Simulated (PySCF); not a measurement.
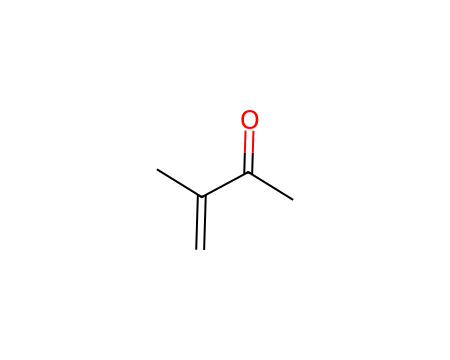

The computed structure is the end point of a GFN2-xTB optimisation. No frequency run is at hand to confirm it as a minimum. Properties computed with B3LYP/pcJ-1, gas phase (PySCF 2.14.0).

**Give the HOMO energy (Kohn–Sham orbital) at this level.**

−6.99 eV.

**Give the HOMO–LUMO gap at this level.**

5.30 eV.

**Estimate the dipole moment.**

3.05 D.
